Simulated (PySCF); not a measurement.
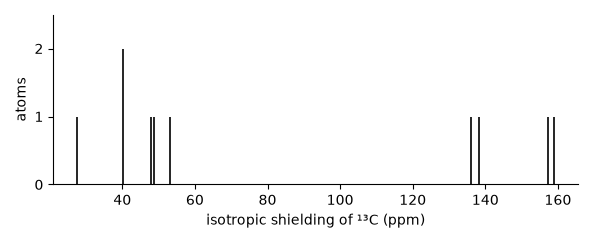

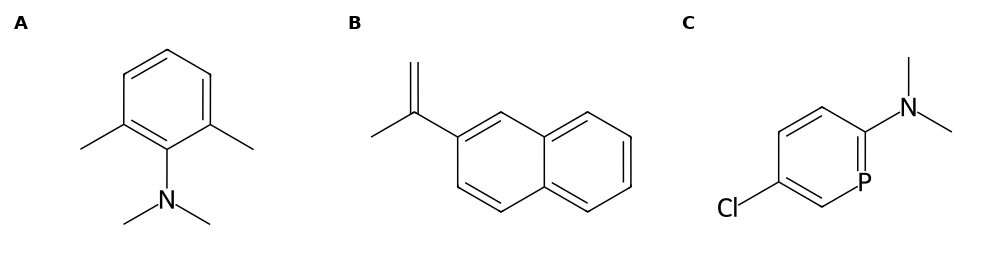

The sticks are computed shieldings of one of the molecules, for one fixed geometry (PBE0-D3(BJ)/def2-SVP) without averaging over rotations. Low shielding means a high chemical shift. Method: GIAO PBE/pcSseg-1 NMR shielding, non-relativistic, gas phase (PySCF 2.14.0).

Which molecule gives this pattern?

Answer. A, `Cc1cccc(C)c1N(C)C`. Its 10 C atoms give lines at 27.5, 40.2 (2 atoms), 48.0, 48.7, 53.0, 136.0, 138.4, 157.2, 158.9 ppm.
